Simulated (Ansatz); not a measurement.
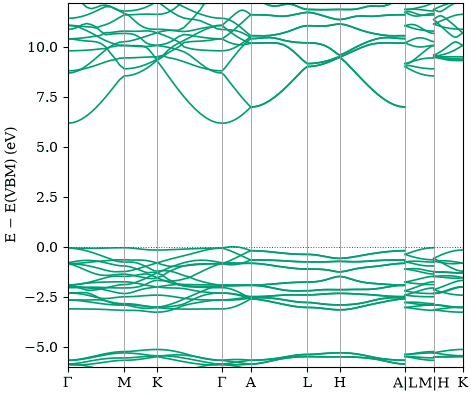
Figure. Band structure from r²SCAN in the plane-wave PAW code Ansatz

Read off the gap and where the band edges lie.

About 6.2 eV (6.17 eV by a search for the band edges); maximum on the Γ–A line, 38 % of the way from Γ, minimum at Γ.

The material is SiO2 in space group P6_322 (No. 182; Si on 4f, O on 6g, O on 2c).

The first step of the workflow began from a Materials Project structure, measured or hypothetical; the Crystallography Open Database copy checked does not list it. It is not the phase usual at ambient conditions (space group No. 92, 152, 154). Symmetry was held in the r²SCAN relaxation; whether a distortion lowers the energy is not shown.

Potentials: the later of the program's two PAW sets.
